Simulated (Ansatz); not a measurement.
## Electronic structure of F2H2O2Zr···HCl in real space

Input file:

```
crystal:
  periodic: [false, false, false]
  atoms:
    - { symbol: Zr, position_ang: [0.0, 0.0, 0.0] }
    - { symbol: Cl, position_ang: [0.0, 0.0, 2.87] }
    - { symbol: F, position_ang: [1.8671, 0.0, -0.6593] }
    - { symbol: F, position_ang: [-0.9326, 1.6157, -0.6593] }
    - { symbol: O, position_ang: [-0.975, -1.6891, -0.6893] }
    - { symbol: H, position_ang: [-1.4296, -2.1548, 0.0831] }
    - { symbol: O, position_ang: [-2.2491, 0.0072, 0.7473] }
    - { symbol: H, position_ang: [-2.796, -0.6214, 0.1765] }
    - { symbol: H, position_ang: [-1.5726, 0.005, 2.002] }
basis:
  gaussian: { orbitals: def2-SVP }
hamiltonian:
  xc: b3lyp
  dispersion: d4
relax:
  f_tol: 0.15
  max_steps: 25
  restrain:
    - { distance: [0, 6], at: 2.07, k: 30.0 }
    - { distance: [8, 1], at: 1.37, k: 30.0 }
    - { distance: [0, 1], at: 3.72, k: 30.0 }
    - { distance: [8, 6], at: 2.21, k: 30.0 }
output:
  orbitals: {}
```

Launched as:

```sh
ansatz run input.yaml --threads 4 --pin off --max-ram 5120MiB --backend cpu --events-out ev --progress --plain --runs-dir out
```

The fields are those of the run's last geometry, not of the input's.

Core potentials replace the inner electrons of Zr; not at a stationary point (largest force 1.4 eV/Å).

Theory: RKS B3LYP-D4/def2-SVP in Ansatz.

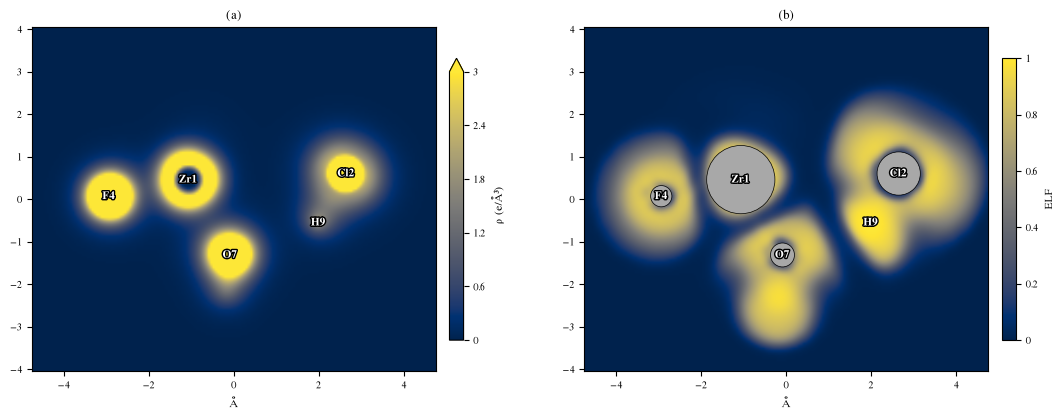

Figure 1. (a) electron density; (b) ELF on the plane of atoms F4, Zr1 and O7. Grey discs cover the atomic cores in the ELF map.

### What do the fields say about this system?

Atoms in the plane: Zr, Cl, F, O and H. O7···H9 (2.20 Å): the density falls to about 0.12 e/Å³ on the way; the ELF dips to about 0.10 between them. Zr–F (1.91 Å): the density is about 0.9 e/Å³ at the midpoint; the ELF peaks at about 0.85 in the valence shell of F, 0.5 Å from its nucleus, and drops to about 0.20 between the two atoms. Zr–O (2.03 Å): ρ is about 0.71 e/Å³ halfway; the ELF peaks at about 0.85 in the valence shell of O, 0.6 Å from its nucleus, and drops to about 0.20 between the two atoms. Cl–H (1.34 Å): ρ at the midpoint is about 1.8 e/Å³; the ELF climbs to about 1 towards the hydrogen, as it does in any bond to H; a covalent bond by its length. The ELF also peaks beside Cl2, away from the bonds: lone-pair regions.

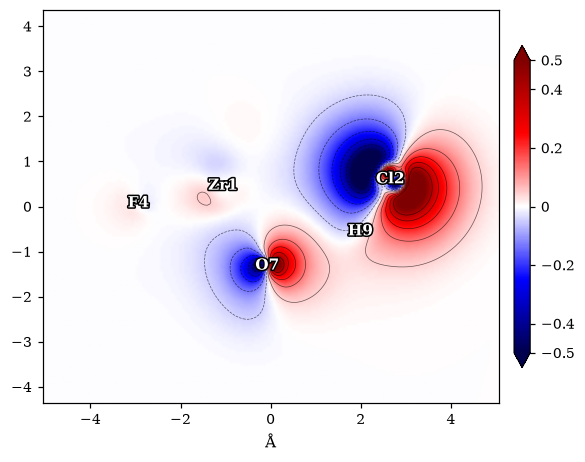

Figure 2. The HOMO−1 on the plane of atoms F4, Zr1 and O7 (values in Å⁻³ᐟ²; the overall sign is arbitrary).

### Where does this orbital lie, and at what energy?

By Hirshfeld shares it lies mainly on Cl2 (about 85 %) and O7 (about 5 %); largely a lone pair of Cl2. Its energy is −8.76 eV.

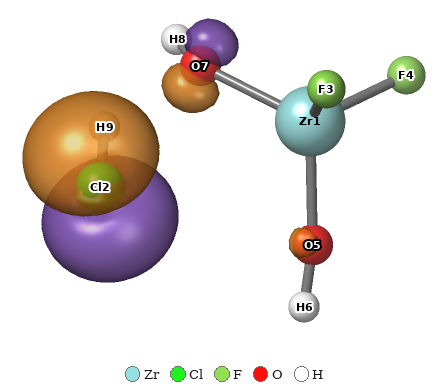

Figure 3. The HOMO at ±0.15 Å⁻³ᐟ² (orange and purple are the two phases), seen at a tilt.

### What is the character of this orbital?

It lies mainly on Cl2 (about 90 %); largely a lone pair of Cl2. Its energy is −8.70 eV.
